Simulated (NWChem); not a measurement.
**How basis sets differ on C2H4F2 (1,1-difluoroethane)**

The species is C2H4F2 (8 atoms), meant as a singlet with charge 0. SMILES: `CC(F)F`. The shape is that of a PBE0-D4/def2-TZVP optimisation.

Quantity: the lowest excitation energy, in eV. The values are calculated.

```
                             level                 kind  program  value (eV)  CPU time
               TDA-PBE/DGauss-DZVP  perturbation theory   NWChem       10.26      23 s
TDA-PBE/SBKJC-VDZ (core potential)  perturbation theory   NWChem       10.10      14 s
                      TDA-PBE/MINI  perturbation theory   NWChem        9.80       7 s
                   TDA-PBE/LANL2DZ  perturbation theory   NWChem       10.21      13 s
                     TDA-PBE/MIDI!  perturbation theory   NWChem        9.23      12 s
                 TDA-PBE/jorge-DZP  perturbation theory   NWChem        8.98      29 s
```

The values span 8.98 to 10.26 eV. CPU times are rough (shared hosts, several kinds of processor): they show what a rung costs within a factor of a few.

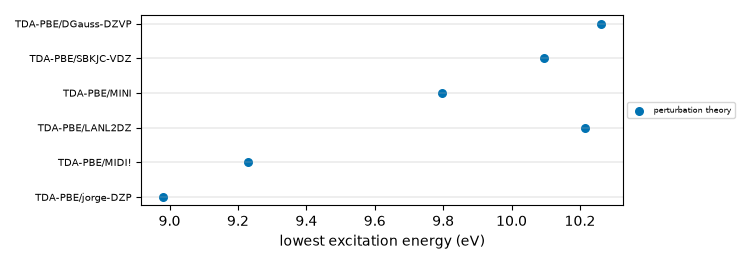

The values of the table, level by level.
